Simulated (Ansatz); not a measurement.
**SiH3 (doublet): B3LYP, r2SCAN0 over a scan of the distance Si1–H4, 6-31G**

Aim: run SiH3 (doublet) with these functionals over a scan of the distance Si1–H4, and hold them against the top wave-function level at the same points.

Method: 6-31G, all electrons in the functionals; program: Ansatz 0.2.0, Gaussian basis.

To be run: B3LYP, r2SCAN0, at 1.170 Å; 1.352 Å; 1.486 Å; 1.629 Å; 1.778 Å; 2.020 Å; 2.395 Å; 2.803 Å; 3.294 Å; 4.029 Å; 5.142 Å.

17 further runs of the same task are left out: 12 that didn't finish, 5 set aside as unsound or not needed.

## Step 1: The geometry

The geometry derives from a PBE0/def2-TZVP stationary point (not a proven minimum). One bond is set to the value named and the two fragments are kept rigid.

4 atoms, charge 0, spin multiplicity 2.

Atoms are counted from 1 here; the program's logs count them from 0.

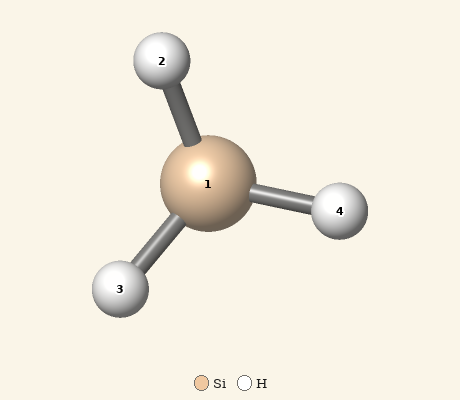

The structure; silicon light orange, hydrogen white; atoms are numbered from 1 in the order of the file.

No dispersion term is added. B3LYP takes the VWN-RPA correlation.

The geometry shown and the zero of energy belong to the point 1.486 Å. The yardstick, FCI, and other wave-function levels (R restricted, U unrestricted, valence and pair active spaces) come from earlier runs.

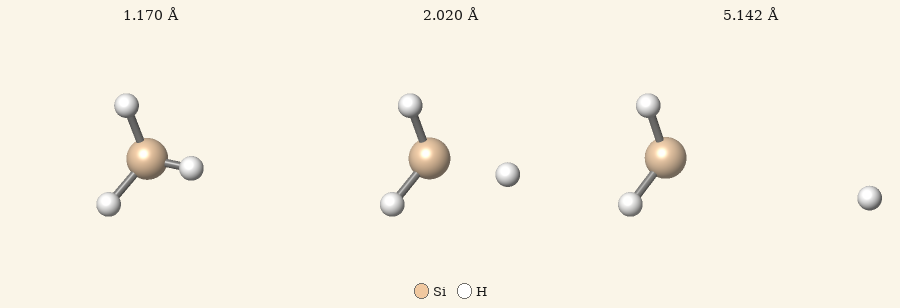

Three points of the scan; sticks are drawn by distance.

## Step 2: B3LYP, 1.170 Å

Contents of in.yaml:

```yaml
crystal:
  periodic: [false, false, false]
  atoms:
    - {symbol: Si, position_ang: [-0.004712, -0.008556, -0.040635]}
    - {symbol: H, position_ang: [1.410546, 0.006098, 0.412220]}
    - {symbol: H, position_ang: [-0.725859, 1.211524, 0.406132]}
    - {symbol: H, position_ang: [-0.553391, -0.979203, 0.313901]}
basis:
  gaussian: {orbitals: 6-31G}
magnetization: {spin_polarized: true, initial_magnetization: 1}
hamiltonian: {xc: {name: B3LYP}}
```

Run with:

```console
$ ansatz run in.yaml --threads 1 --pin off --events-out ev --progress --plain --max-ram 2393MiB
```

What it wrote:

```text
Functional definition: B3LYP
  name "B3LYP"
  cite "Stephens, Devlin, Chabalowski & Frisch, J. Phys. Chem. 98, 11623 (1994) doi:10.1021/j100096a001"
  cite "Becke, Phys. Rev. A 38, 3098 (1988) doi:10.1103/PhysRevA.38.3098"
  cite "Lee, Yang & Parr, Phys. Rev. B 37, 785 (1988) doi:10.1103/PhysRevB.37.785"
  cite "Vosko, Wilk & Nusair, Can. J. Phys. 58, 1200 (1980) doi:10.1139/p80-159"
  parameter a0 = 0.2
  parameter ax = 0.72
  parameter ac = 0.81
  exchange = (1 - a0 - ax)*slater_x + ax*b88_x + a0*exact_x
  correlation = (1 - ac)*vwn_rpa_c + ac*lyp_c
236 factors; integrals over basis functions are off by at most 1.8e-4 eV
mean field evaluation 1: about -7922.2473 eV, gradient 5.4e0 eV
mean field evaluation 2: about -7922.4670 eV, gradient 1.6e0 eV
mean field evaluation 4: about -7922.4889 eV, gradient 3.6e-1 eV
mean field evaluation 8: about -7922.5412 eV, gradient 3.9e-3 eV
mean field -7922.54120222 eV, -291.1480190901 hartree, gradient 2.9e-5 eV, S^2 0.751187; 0 other end points of the search recorded, 0 dependent functions left out
reference -7922.54138882 eV, -291.1480259477 hartree; 9, 8 occupied and 10, 11 virtual orbitals, 236 factors
Total energy: -7922.54138882 eV, -291.1480259477 hartree
```

Wall time 0.55 s (1 thread of Arm Neoverse V1, shared host).

From the report: ⟨S²⟩ of the determinant 0.751 (pure doublet: 0.75).

## Step 3: B3LYP, 1.352 Å

Contents of in.yaml:

```yaml
crystal:
  periodic: [false, false, false]
  atoms:
    - {symbol: Si, position_ang: [-0.001947, -0.003664, -0.042421]}
    - {symbol: H, position_ang: [1.413312, 0.010989, 0.410433]}
    - {symbol: H, position_ang: [-0.723093, 1.216416, 0.404345]}
    - {symbol: H, position_ang: [-0.635977, -1.125300, 0.367264]}
basis:
  gaussian: {orbitals: 6-31G}
magnetization: {spin_polarized: true, initial_magnetization: 1}
hamiltonian: {xc: {name: B3LYP}}
```

Same command.

What it wrote (excerpt; [...] marks lines left out):

```text
Functional definition: B3LYP
  name "B3LYP"
  cite "Stephens, Devlin, Chabalowski & Frisch, J. Phys. Chem. 98, 11623 (1994) doi:10.1021/j100096a001"
  cite "Becke, Phys. Rev. A 38, 3098 (1988) doi:10.1103/PhysRevA.38.3098"
  cite "Lee, Yang & Parr, Phys. Rev. B 37, 785 (1988) doi:10.1103/PhysRevB.37.785"
  cite "Vosko, Wilk & Nusair, Can. J. Phys. 58, 1200 (1980) doi:10.1139/p80-159"
[...]
236 factors; integrals over basis functions are off by at most 1.8e-4 eV
[...]
mean field -7923.89174537 eV, -291.1976506355 hartree, gradient 3.2e-5 eV, S^2 0.751132; 0 other end points of the search recorded, 0 dependent functions left out
reference -7923.89193140 eV, -291.1976574722 hartree; 9, 8 occupied and 10, 11 virtual orbitals, 236 factors
Total energy: -7923.89193140 eV, -291.1976574722 hartree
```

It took 0.54 s on 1 thread of Arm Neoverse V1, shared host.

From the report: ⟨S²⟩ of the determinant 0.751 (pure doublet: 0.75).

## Step 4: B3LYP, 1.486 Å

Contents of in.yaml:

```yaml
crystal:
  periodic: [false, false, false]
  atoms:
    - {symbol: Si, position_ang: [0.000090, -0.000062, -0.043737]}
    - {symbol: H, position_ang: [1.415348, 0.014593, 0.409118]}
    - {symbol: H, position_ang: [-0.721058, 1.220018, 0.403029]}
    - {symbol: H, position_ang: [-0.696788, -1.232882, 0.406559]}
basis:
  gaussian: {orbitals: 6-31G}
magnetization: {spin_polarized: true, initial_magnetization: 1}
hamiltonian: {xc: {name: B3LYP}}
```

The command is unchanged.

What it wrote (excerpt; [...] marks lines left out):

```text
Functional definition: B3LYP
  name "B3LYP"
  cite "Stephens, Devlin, Chabalowski & Frisch, J. Phys. Chem. 98, 11623 (1994) doi:10.1021/j100096a001"
  cite "Becke, Phys. Rev. A 38, 3098 (1988) doi:10.1103/PhysRevA.38.3098"
  cite "Lee, Yang & Parr, Phys. Rev. B 37, 785 (1988) doi:10.1103/PhysRevB.37.785"
  cite "Vosko, Wilk & Nusair, Can. J. Phys. 58, 1200 (1980) doi:10.1139/p80-159"
[...]
236 factors; integrals over basis functions are off by at most 1.8e-4 eV
[...]
mean field -7924.13375160 eV, -291.2065442004 hartree, gradient 1.9e-5 eV, S^2 0.751093; 0 other end points of the search recorded, 0 dependent functions left out
reference -7924.13393519 eV, -291.2065509475 hartree; 9, 8 occupied and 10, 11 virtual orbitals, 236 factors
Total energy: -7924.13393519 eV, -291.2065509475 hartree
```

Run time: 0.54 s. Hardware: 1 thread of Arm Neoverse V1, shared host.

From the report: ⟨S²⟩ of the determinant 0.751 (pure doublet: 0.75).

## Step 5: B3LYP, 1.629 Å

Contents of in.yaml:

```yaml
crystal:
  periodic: [false, false, false]
  atoms:
    - {symbol: Si, position_ang: [0.002262, 0.003781, -0.045141]}
    - {symbol: H, position_ang: [1.417520, 0.018436, 0.407714]}
    - {symbol: H, position_ang: [-0.718886, 1.223861, 0.401625]}
    - {symbol: H, position_ang: [-0.761668, -1.347658, 0.448482]}
basis:
  gaussian: {orbitals: 6-31G}
magnetization: {spin_polarized: true, initial_magnetization: 1}
hamiltonian: {xc: {name: B3LYP}}
```

Launched as before.

What it wrote (excerpt; [...] marks lines left out):

```text
Functional definition: B3LYP
  name "B3LYP"
  cite "Stephens, Devlin, Chabalowski & Frisch, J. Phys. Chem. 98, 11623 (1994) doi:10.1021/j100096a001"
  cite "Becke, Phys. Rev. A 38, 3098 (1988) doi:10.1103/PhysRevA.38.3098"
  cite "Lee, Yang & Parr, Phys. Rev. B 37, 785 (1988) doi:10.1103/PhysRevB.37.785"
  cite "Vosko, Wilk & Nusair, Can. J. Phys. 58, 1200 (1980) doi:10.1139/p80-159"
[...]
236 factors; integrals over basis functions are off by at most 2.0e-4 eV
[...]
mean field -7924.02753573 eV, -291.2026408394 hartree, gradient 8.0e-6 eV, S^2 0.751038; 0 other end points of the search recorded, 0 dependent functions left out
reference -7924.02772145 eV, -291.2026476644 hartree; 9, 8 occupied and 10, 11 virtual orbitals, 236 factors
Total energy: -7924.02772145 eV, -291.2026476644 hartree
```

It took 0.57 s on 1 thread of Arm Neoverse V1, shared host.

From the report: ⟨S²⟩ of the determinant 0.751 (pure doublet: 0.75).

From 1.486 Å: +2.4 kcal/mol.

## Step 6: B3LYP, 1.778 Å

Contents of in.yaml:

```yaml
crystal:
  periodic: [false, false, false]
  atoms:
    - {symbol: Si, position_ang: [0.004526, 0.007786, -0.046604]}
    - {symbol: H, position_ang: [1.419784, 0.022441, 0.406251]}
    - {symbol: H, position_ang: [-0.716622, 1.227866, 0.400162]}
    - {symbol: H, position_ang: [-0.829278, -1.467266, 0.492169]}
basis:
  gaussian: {orbitals: 6-31G}
magnetization: {spin_polarized: true, initial_magnetization: 1}
hamiltonian: {xc: {name: B3LYP}}
```

The command is unchanged.

What it wrote (excerpt; [...] marks lines left out):

```text
Functional definition: B3LYP
  name "B3LYP"
  cite "Stephens, Devlin, Chabalowski & Frisch, J. Phys. Chem. 98, 11623 (1994) doi:10.1021/j100096a001"
  cite "Becke, Phys. Rev. A 38, 3098 (1988) doi:10.1103/PhysRevA.38.3098"
  cite "Lee, Yang & Parr, Phys. Rev. B 37, 785 (1988) doi:10.1103/PhysRevB.37.785"
  cite "Vosko, Wilk & Nusair, Can. J. Phys. 58, 1200 (1980) doi:10.1139/p80-159"
[...]
236 factors; integrals over basis functions are off by at most 2.0e-4 eV
[...]
mean field -7923.70761745 eV, -291.1908840593 hartree, gradient 9.0e-6 eV, S^2 0.750938; 0 other end points of the search recorded, 0 dependent functions left out
reference -7923.70780507 eV, -291.1908909543 hartree; 9, 8 occupied and 10, 11 virtual orbitals, 236 factors
Total energy: -7923.70780507 eV, -291.1908909543 hartree
```

Run time: 0.6 s. Hardware: 1 thread of Arm Neoverse V1, shared host.

From the report: ⟨S²⟩ of the determinant 0.751 (pure doublet: 0.75).

From 1.486 Å: +9.8 kcal/mol.

## Step 7: B3LYP, 2.020 Å

Contents of in.yaml:

```yaml
crystal:
  periodic: [false, false, false]
  atoms:
    - {symbol: Si, position_ang: [0.008203, 0.014291, -0.048980]}
    - {symbol: H, position_ang: [1.423461, 0.028946, 0.403875]}
    - {symbol: H, position_ang: [-0.712945, 1.234371, 0.397786]}
    - {symbol: H, position_ang: [-0.939089, -1.661527, 0.563124]}
basis:
  gaussian: {orbitals: 6-31G}
magnetization: {spin_polarized: true, initial_magnetization: 1}
hamiltonian: {xc: {name: B3LYP}}
```

Launched as before.

What it wrote (excerpt; [...] marks lines left out):

```text
Functional definition: B3LYP
  name "B3LYP"
  cite "Stephens, Devlin, Chabalowski & Frisch, J. Phys. Chem. 98, 11623 (1994) doi:10.1021/j100096a001"
  cite "Becke, Phys. Rev. A 38, 3098 (1988) doi:10.1103/PhysRevA.38.3098"
  cite "Lee, Yang & Parr, Phys. Rev. B 37, 785 (1988) doi:10.1103/PhysRevB.37.785"
  cite "Vosko, Wilk & Nusair, Can. J. Phys. 58, 1200 (1980) doi:10.1139/p80-159"
[...]
236 factors; integrals over basis functions are off by at most 2.0e-4 eV
[...]
mean field -7923.01050959 eV, -291.1652658181 hartree, gradient 2.3e-5 eV, S^2 0.750635; 0 other end points of the search recorded, 0 dependent functions left out
reference -7923.01069903 eV, -291.1652727800 hartree; 9, 8 occupied and 10, 11 virtual orbitals, 236 factors
Total energy: -7923.01069903 eV, -291.1652727800 hartree
```

Run time: 0.66 s. Hardware: 1 thread of Arm Neoverse V1, shared host.

From the report: ⟨S²⟩ of the determinant 0.751 (pure doublet: 0.75).

From 1.486 Å: +25.9 kcal/mol.

## Step 8: B3LYP, 2.395 Å

Contents of in.yaml:

```yaml
crystal:
  periodic: [false, false, false]
  atoms:
    - {symbol: Si, position_ang: [0.013901, 0.024371, -0.052662]}
    - {symbol: H, position_ang: [1.429159, 0.039026, 0.400193]}
    - {symbol: H, position_ang: [-0.707247, 1.244451, 0.394104]}
    - {symbol: H, position_ang: [-1.109250, -1.962552, 0.673076]}
basis:
  gaussian: {orbitals: 6-31G}
magnetization: {spin_polarized: true, initial_magnetization: 1}
hamiltonian: {xc: {name: B3LYP}}
```

Same command.

What it wrote (excerpt; [...] marks lines left out):

```text
Functional definition: B3LYP
  name "B3LYP"
  cite "Stephens, Devlin, Chabalowski & Frisch, J. Phys. Chem. 98, 11623 (1994) doi:10.1021/j100096a001"
  cite "Becke, Phys. Rev. A 38, 3098 (1988) doi:10.1103/PhysRevA.38.3098"
  cite "Lee, Yang & Parr, Phys. Rev. B 37, 785 (1988) doi:10.1103/PhysRevB.37.785"
  cite "Vosko, Wilk & Nusair, Can. J. Phys. 58, 1200 (1980) doi:10.1139/p80-159"
[...]
236 factors; integrals over basis functions are off by at most 1.9e-4 eV
[...]
mean field -7921.92812592 eV, -291.1254889519 hartree, gradient 5.2e-5 eV, S^2 0.772849; 2 other end points of the search recorded, 0 dependent functions left out
reference -7921.92831892 eV, -291.1254960446 hartree; 9, 8 occupied and 10, 11 virtual orbitals, 236 factors
Total energy: -7921.92831892 eV, -291.1254960446 hartree
```

Wall time 0.78 s (1 thread of Arm Neoverse V1, shared host).

From the report: ⟨S²⟩ of the determinant 0.773 (pure doublet: 0.75).

From 1.486 Å: +50.9 kcal/mol.

## Step 9: B3LYP, 2.803 Å

Contents of in.yaml:

```yaml
crystal:
  periodic: [false, false, false]
  atoms:
    - {symbol: Si, position_ang: [0.020100, 0.035338, -0.056667]}
    - {symbol: H, position_ang: [1.435358, 0.049992, 0.396188]}
    - {symbol: H, position_ang: [-0.701048, 1.255417, 0.390099]}
    - {symbol: H, position_ang: [-1.294385, -2.290067, 0.792703]}
basis:
  gaussian: {orbitals: 6-31G}
magnetization: {spin_polarized: true, initial_magnetization: 1}
hamiltonian: {xc: {name: B3LYP}}
```

The command is unchanged.

What it wrote (excerpt; [...] marks lines left out):

```text
Functional definition: B3LYP
  name "B3LYP"
  cite "Stephens, Devlin, Chabalowski & Frisch, J. Phys. Chem. 98, 11623 (1994) doi:10.1021/j100096a001"
  cite "Becke, Phys. Rev. A 38, 3098 (1988) doi:10.1103/PhysRevA.38.3098"
  cite "Lee, Yang & Parr, Phys. Rev. B 37, 785 (1988) doi:10.1103/PhysRevB.37.785"
  cite "Vosko, Wilk & Nusair, Can. J. Phys. 58, 1200 (1980) doi:10.1139/p80-159"
[...]
236 factors; integrals over basis functions are off by at most 1.9e-4 eV
[...]
mean field -7921.18756976 eV, -291.0982740150 hartree, gradient 2.7e-5 eV, S^2 0.980643; 0 other end points of the search recorded, 0 dependent functions left out
reference -7921.18777373 eV, -291.0982815107 hartree; 9, 8 occupied and 10, 11 virtual orbitals, 236 factors
Total energy: -7921.18777373 eV, -291.0982815107 hartree
```

It took 0.51 s on 1 thread of Arm Neoverse V1, shared host.

From the report: ⟨S²⟩ of the determinant 0.981 (pure doublet: 0.75).

From 1.486 Å: +67.9 kcal/mol.

## Step 10: B3LYP, 3.294 Å

Contents of in.yaml:

```yaml
crystal:
  periodic: [false, false, false]
  atoms:
    - {symbol: Si, position_ang: [0.027560, 0.048535, -0.061488]}
    - {symbol: H, position_ang: [1.442819, 0.063190, 0.391367]}
    - {symbol: H, position_ang: [-0.693587, 1.268615, 0.385278]}
    - {symbol: H, position_ang: [-1.517182, -2.684210, 0.936666]}
basis:
  gaussian: {orbitals: 6-31G}
magnetization: {spin_polarized: true, initial_magnetization: 1}
hamiltonian: {xc: {name: B3LYP}}
```

Launched as before.

What it wrote (excerpt; [...] marks lines left out):

```text
Functional definition: B3LYP
  name "B3LYP"
  cite "Stephens, Devlin, Chabalowski & Frisch, J. Phys. Chem. 98, 11623 (1994) doi:10.1021/j100096a001"
  cite "Becke, Phys. Rev. A 38, 3098 (1988) doi:10.1103/PhysRevA.38.3098"
  cite "Lee, Yang & Parr, Phys. Rev. B 37, 785 (1988) doi:10.1103/PhysRevB.37.785"
  cite "Vosko, Wilk & Nusair, Can. J. Phys. 58, 1200 (1980) doi:10.1139/p80-159"
[...]
237 factors; integrals over basis functions are off by at most 2.1e-4 eV
[...]
mean field -7920.86439867 eV, -291.0863976963 hartree, gradient 4.1e-5 eV, S^2 1.061442; 4 other end points of the search recorded, 0 dependent functions left out
reference -7920.86461148 eV, -291.0864055169 hartree; 9, 8 occupied and 10, 11 virtual orbitals, 237 factors
Total energy: -7920.86461148 eV, -291.0864055169 hartree
```

Run time: 0.99 s. Hardware: 1 thread of Arm Neoverse V1, shared host.

From the report: ⟨S²⟩ of the determinant 1.061 (pure doublet: 0.75).

From 1.486 Å: +75.4 kcal/mol.

## Step 11: B3LYP, 4.029 Å

Contents of in.yaml:

```yaml
crystal:
  periodic: [false, false, false]
  atoms:
    - {symbol: Si, position_ang: [0.038728, 0.068292, -0.068704]}
    - {symbol: H, position_ang: [1.453986, 0.082947, 0.384151]}
    - {symbol: H, position_ang: [-0.682420, 1.288372, 0.378062]}
    - {symbol: H, position_ang: [-1.850697, -3.274219, 1.152171]}
basis:
  gaussian: {orbitals: 6-31G}
magnetization: {spin_polarized: true, initial_magnetization: 1}
hamiltonian: {xc: {name: B3LYP}}
```

The command is unchanged.

What it wrote (excerpt; [...] marks lines left out):

```text
Functional definition: B3LYP
  name "B3LYP"
  cite "Stephens, Devlin, Chabalowski & Frisch, J. Phys. Chem. 98, 11623 (1994) doi:10.1021/j100096a001"
  cite "Becke, Phys. Rev. A 38, 3098 (1988) doi:10.1103/PhysRevA.38.3098"
  cite "Lee, Yang & Parr, Phys. Rev. B 37, 785 (1988) doi:10.1103/PhysRevB.37.785"
  cite "Vosko, Wilk & Nusair, Can. J. Phys. 58, 1200 (1980) doi:10.1139/p80-159"
[...]
237 factors; integrals over basis functions are off by at most 1.9e-4 eV
[...]
mean field -7920.75257768 eV, -291.0822883510 hartree, gradient 2.6e-5 eV, S^2 1.044692; 4 other end points of the search recorded, 0 dependent functions left out
reference -7920.75280621 eV, -291.0822967490 hartree; 9, 8 occupied and 10, 11 virtual orbitals, 237 factors
Total energy: -7920.75280621 eV, -291.0822967490 hartree
```

Run time: 1.3 s. Hardware: 1 thread of Arm Neoverse V1, shared host.

From the report: ⟨S²⟩ of the determinant 1.045 (pure doublet: 0.75).

From 1.486 Å: +78.0 kcal/mol.

## Step 12: B3LYP, 5.142 Å

Contents of in.yaml:

```yaml
crystal:
  periodic: [false, false, false]
  atoms:
    - {symbol: Si, position_ang: [0.055639, 0.098209, -0.079631]}
    - {symbol: H, position_ang: [1.470898, 0.112863, 0.373224]}
    - {symbol: H, position_ang: [-0.665508, 1.318288, 0.367135]}
    - {symbol: H, position_ang: [-2.355735, -4.167661, 1.478507]}
basis:
  gaussian: {orbitals: 6-31G}
magnetization: {spin_polarized: true, initial_magnetization: 1}
hamiltonian: {xc: {name: B3LYP}}
```

The command is unchanged.

What it wrote (excerpt; [...] marks lines left out):

```text
Functional definition: B3LYP
  name "B3LYP"
  cite "Stephens, Devlin, Chabalowski & Frisch, J. Phys. Chem. 98, 11623 (1994) doi:10.1021/j100096a001"
  cite "Becke, Phys. Rev. A 38, 3098 (1988) doi:10.1103/PhysRevA.38.3098"
  cite "Lee, Yang & Parr, Phys. Rev. B 37, 785 (1988) doi:10.1103/PhysRevB.37.785"
  cite "Vosko, Wilk & Nusair, Can. J. Phys. 58, 1200 (1980) doi:10.1139/p80-159"
[...]
236 factors; integrals over basis functions are off by at most 1.9e-4 eV
[...]
mean field -7920.72968984 eV, -291.0814472382 hartree, gradient 1.7e-5 eV, S^2 1.029143; 4 other end points of the search recorded, 0 dependent functions left out
reference -7920.72994582 eV, -291.0814566453 hartree; 9, 8 occupied and 10, 11 virtual orbitals, 236 factors
Total energy: -7920.72994582 eV, -291.0814566453 hartree
```

Wall time 1.3 s (1 thread of Arm Neoverse V1, shared host).

From the report: ⟨S²⟩ of the determinant 1.029 (pure doublet: 0.75).

From 1.486 Å: +78.5 kcal/mol.

## Step 13: r2SCAN0, 1.170 Å

Contents of in.yaml:

```yaml
crystal:
  periodic: [false, false, false]
  atoms:
    - {symbol: Si, position_ang: [-0.004712, -0.008556, -0.040635]}
    - {symbol: H, position_ang: [1.410546, 0.006098, 0.412220]}
    - {symbol: H, position_ang: [-0.725859, 1.211524, 0.406132]}
    - {symbol: H, position_ang: [-0.553391, -0.979203, 0.313901]}
basis:
  gaussian: {orbitals: 6-31G}
magnetization: {spin_polarized: true, initial_magnetization: 1}
hamiltonian: {xc: {name: r2SCAN0}}
```

The command is unchanged.

What it wrote (excerpt; [...] marks lines left out):

```text
Functional definition: r2SCAN0
  name "r2SCAN0"
  cite "Bursch, Neugebauer, Ehlert & Grimme, J. Chem. Phys. 156, 134105 (2022) doi:10.1063/5.0086040"
  cite "Furness, Kaplan, Ning, Perdew & Sun, J. Phys. Chem. Lett. 11, 8208 (2020) doi:10.1021/acs.jpclett.0c02405"
  cite "Furness, Kaplan, Ning, Perdew & Sun, J. Phys. Chem. Lett. 11, 9248 (2020) doi:10.1021/acs.jpclett.0c03077"
  parent r2scan
[...]
236 factors; integrals over basis functions are off by at most 1.8e-4 eV
[...]
mean field -7921.00340315 eV, -291.0915060166 hartree, gradient 6.5e-5 eV, S^2 0.753114; 0 other end points of the search recorded, 0 dependent functions left out
reference -7921.00341154 eV, -291.0915063253 hartree; 9, 8 occupied and 10, 11 virtual orbitals, 236 factors
Total energy: -7921.00341154 eV, -291.0915063253 hartree
```

It took 1.3 s on 1 thread of Arm Neoverse V1, shared host.

From the report: ⟨S²⟩ of the determinant 0.753 (pure doublet: 0.75).

## Step 14: r2SCAN0, 1.352 Å

Contents of in.yaml:

```yaml
crystal:
  periodic: [false, false, false]
  atoms:
    - {symbol: Si, position_ang: [-0.001947, -0.003664, -0.042421]}
    - {symbol: H, position_ang: [1.413312, 0.010989, 0.410433]}
    - {symbol: H, position_ang: [-0.723093, 1.216416, 0.404345]}
    - {symbol: H, position_ang: [-0.635977, -1.125300, 0.367264]}
basis:
  gaussian: {orbitals: 6-31G}
magnetization: {spin_polarized: true, initial_magnetization: 1}
hamiltonian: {xc: {name: r2SCAN0}}
```

Launched as before.

What it wrote (excerpt; [...] marks lines left out):

```text
Functional definition: r2SCAN0
  name "r2SCAN0"
  cite "Bursch, Neugebauer, Ehlert & Grimme, J. Chem. Phys. 156, 134105 (2022) doi:10.1063/5.0086040"
  cite "Furness, Kaplan, Ning, Perdew & Sun, J. Phys. Chem. Lett. 11, 8208 (2020) doi:10.1021/acs.jpclett.0c02405"
  cite "Furness, Kaplan, Ning, Perdew & Sun, J. Phys. Chem. Lett. 11, 9248 (2020) doi:10.1021/acs.jpclett.0c03077"
  parent r2scan
[...]
236 factors; integrals over basis functions are off by at most 1.8e-4 eV
[...]
mean field -7922.35273250 eV, -291.1410929559 hartree, gradient 7.3e-5 eV, S^2 0.753016; 0 other end points of the search recorded, 0 dependent functions left out
reference -7922.35274074 eV, -291.1410932588 hartree; 9, 8 occupied and 10, 11 virtual orbitals, 236 factors
Total energy: -7922.35274074 eV, -291.1410932588 hartree
```

It took 1.3 s on 1 thread of Arm Neoverse V1, shared host.

From the report: ⟨S²⟩ of the determinant 0.753 (pure doublet: 0.75).

(Part 1 of 2 ends here.)
